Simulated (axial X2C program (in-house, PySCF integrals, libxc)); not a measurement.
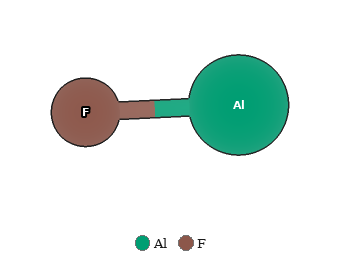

**Figure 1.** The molecule at the reference distance of 1.616 Å.

## Run report: AlF⁺, relativistic diatomic calculation

System: AlF⁺, single determinant with M_S = 1/2 and |Λ| = 0.
Method: PBE0, spin-free X2C-1e, Al dyall-v3z, F dyall-av3z (cores contracted) (axial X2C program (in-house, PySCF integrals, libxc)).

Log:
```
spin-free X2C-1e  PBE0
basis functions 103  fitting functions 582  grid points 4356
iter        total energy     max residual
   1       -342.361039173     5.54e-05
   2       -342.361039178     2.84e-05
   3       -342.361039183     1.65e-05
converged
one-electron -547.27167862  Coulomb 195.36104878  exact exchange -7.01998253  xc functional -21.74338082  nuclear repulsion 38.31295401
```

The points of the curve:

```
R (Å)  E (hartree)  dipole (D; origin at the first atom, positive when the second is positive)  highest filled (eV)  lowest empty (eV)
1.406  −342.320231                                                                       −1.62               −15.50             −11.46
1.471  −342.344421                                                                       −1.79               −15.60             −11.60
1.519  −342.354625                                                                       −1.92               −15.68             −11.70
1.567  −342.359777                                                                       −2.05               −15.75             −11.80
1.616  −342.361039                                                                       −2.18               −15.82             −11.91
1.673  −342.358815                                                                       −2.33               −15.90             −12.03
1.729  −342.353708                                                                       −2.47               −15.97             −12.15
1.802  −342.344283                                                                       −2.63               −16.05             −12.29
1.891  −342.330254                                                                       −2.78               −16.14             −12.43
2.020  −342.308458                                                                       −2.84               −16.25             −12.57
```

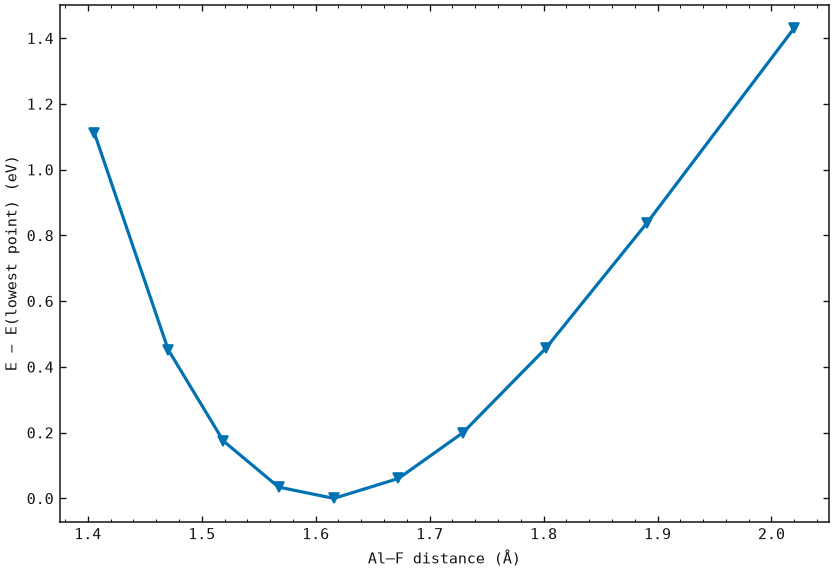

**Figure 2.** Energy at 10 bond lengths, for one set of occupations held fixed; the line joins the points. A polynomial of degree 6 through 9 points gives rₑ = 1.610 Å, ωₑ = 927.3 cm⁻¹, ωₑxₑ = 5.0 cm⁻¹ and Bₑ = 0.5832 cm⁻¹. The minimum lies 3.21 eV below Al⁺ + F, each computed as one determinant at the same level.

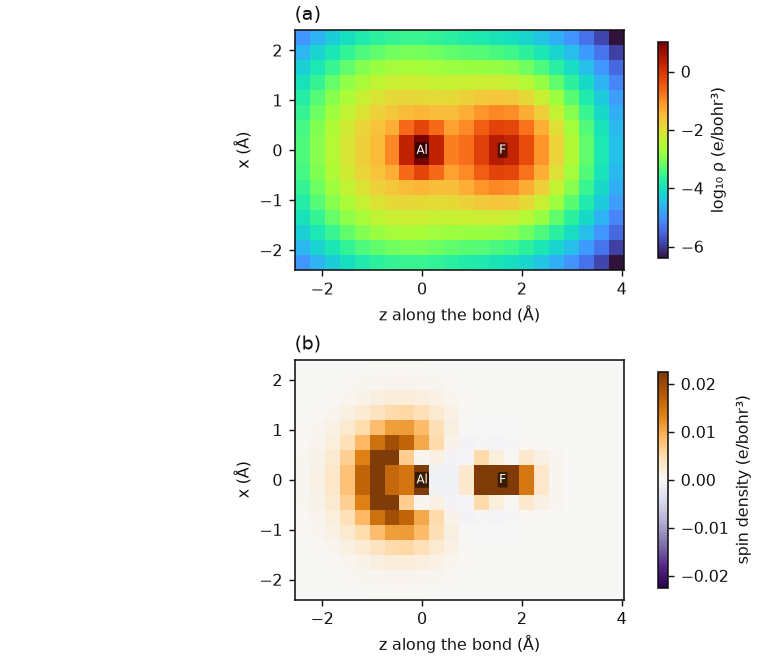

**Figure 3.** (a) electron density on a logarithmic scale; (b) spin density, in a plane that holds the axis, at 1.62 Å, on points 0.3 Å apart (one half computed, the other mirrored); the structure near the nuclei is finer than these points.

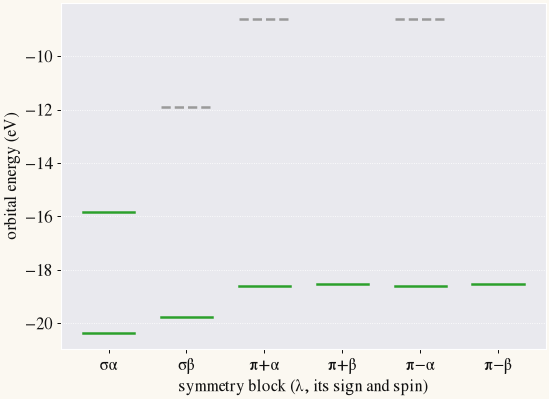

**Figure 4.** Orbital energies near the frontier at 1.62 Å, filled (solid) and empty (dashed); a label such as π−α means λ = −1 and α spin. The highest filled orbital (σα; 55 % Al s, 25 % Al p) lies at −15.82 eV, the lowest empty one (σβ; 61 % Al s, 18 % Al p) at −11.91 eV.

The input:
```
{"zs": [13, 9], "q": 1, "bas": ["dyall-v3z", "dyall-av3z"], "levels": ["PBE0", "HF", "B3LYP"], "cc": true, "r0": 1.9, "thr": -2.0, "nmax": 90, "npts": 10, "nst": 2, "ntry": 6}
```

The line is the task of a batch: nuclear charges, charge, bases, the levels to run, a first guess of the distance and further settings. This report covers PBE0 without spin-orbit coupling. The log is that of the reference distance 1.616 Å, started from orbitals converged before.

Launched within a batch (the task file carries these settings):
```bash
python <driver script> task.json out
```

Key numbers:

- outcome: converged
- bond length rₑ: 1.610 Å
- ωₑ: 927.3 cm⁻¹
- energy at the minimum: −342.36106 hartree
- depth below the fragments: 3.21 eV
- largest ⟨S²⟩ along the curve: 0.76
- hardware: 1 thread of AMD EPYC (Zen 3), 24 GiB of memory available, shared host
- wall time: 2.9 s
- peak memory: 0.51 GiB
